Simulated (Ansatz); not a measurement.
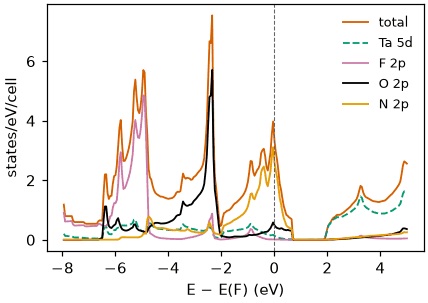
Figure. Total and projected density of states of TaNOF in space group Pmmm (No. 47; Ta on 1a, N on 1e, O on 1b, F on 1c), the program Ansatz at the PBEsol level (PAW)

**Question.** Which orbitals carry the states next to the Fermi level?

**Answer.** Within 0.5 eV of the Fermi level: N 2p 77 %, O 2p 15 %, Ta 5d 5 %. Projections are on Löwdin-orthogonalised atomic valence shells; empty p or d shells of many metals are not among them.

**Question.** Where is the tallest occupied peak in this window, and what makes it?

**Answer.** Near -2.3 eV, about 7.5 states/eV per cell; the largest projected share is O 2p.

The start of the workflow was typed in or built on a structure type; neither database checked (COD, Materials Project) lists it. Whether it is the stable phase at ambient conditions was not checked. The cell keeps a stress of up to 0.3 GPa. Symmetry was held in the PBEsol relaxation. At this level the phase is dynamically unstable (imaginary phonons). The run is not spin-polarised. With an odd number of electrons in the cell and no spin polarisation, the count alone makes it a metal. Spin–orbit coupling is left out wherever it is not named.

Potentials: the earlier of the program's two PAW sets. The files were generated under PBE; for other functionals the program regenerates the frozen cores, and for LDA and PBEsol the local potential too.
